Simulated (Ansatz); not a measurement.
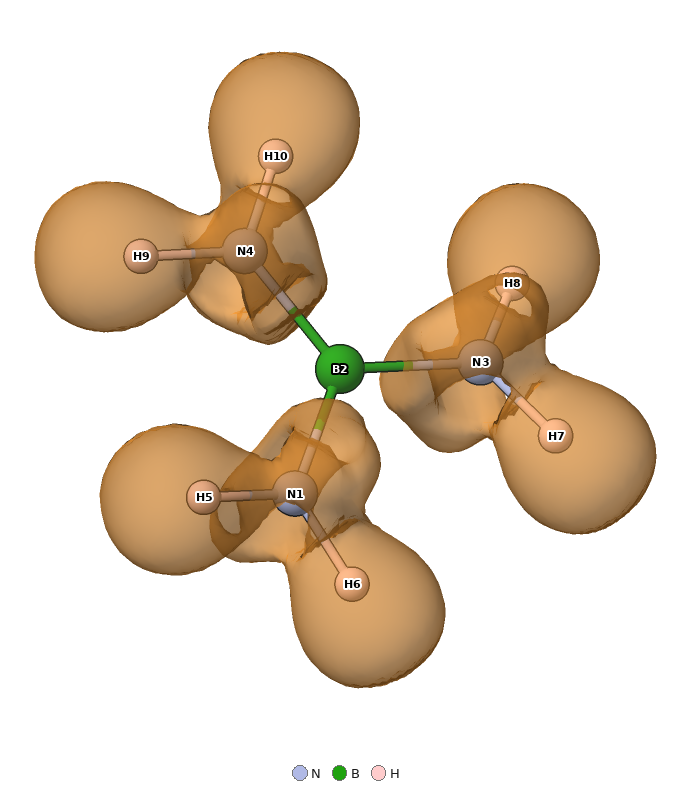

*BH$_{6}$N$_{3}$. Isosurface of the ELF at 0.8 (orange), seen at a tilt. Only the valence region is drawn (cores and ρ < 0.01 e/Å³ removed).*

The calculation used RKS PBE0/6-31G (Ansatz).

Input

```
crystal:
  periodic: [false, false, false]
  atoms:
    - { symbol: "N", position_ang: [-1.2412, 0.2586, -0.7827] }
    - { symbol: B, position_ang: [-0.0728, -0.2097, -0.0426] }
    - { symbol: "N", position_ang: [0.1267, -1.7023, 0.0827] }
    - { symbol: "N", position_ang: [0.996, 0.7846, 0.5683] }
    - { symbol: H, position_ang: [-0.941, 0.9075, -1.5851] }
    - { symbol: H, position_ang: [-1.8267, 0.9279, -0.138] }
    - { symbol: H, position_ang: [0.2419, -1.9107, 1.1225] }
    - { symbol: H, position_ang: [1.137, -1.8932, -0.3186] }
    - { symbol: H, position_ang: [1.2742, 1.4022, -0.158] }
    - { symbol: H, position_ang: [0.3889, 1.3839, 1.2543] }
basis:
  gaussian: { orbitals: "6-31G" }
hamiltonian:
  xc: pbe0
relax:
  f_tol: 0.02
  max_steps: 40
scf:
  lower_state_search: "off"
output:
  orbitals: {}
```

Run with:

```sh
ansatz run input.yaml --threads 1 --pin off --max-ram 2048MiB --backend cpu --events-out ev --progress --plain --runs-dir out
```

The fields are those of the relaxed geometry.

### Identify the bonds, lone pairs and shells in this picture.

The ELF exceeds this value in three joined regions spread over several atoms (H, N), in which their bonds and any lone pairs are merged. Along the contacts the grid gives the following. B–N (1.43 Å): the ELF peaks at about 0.95 between the atoms; a polar covalent bond. N–H (1.01 Å): the ELF climbs to about 1 towards the hydrogen, as it does in any bond to H; a covalent bond by its length.
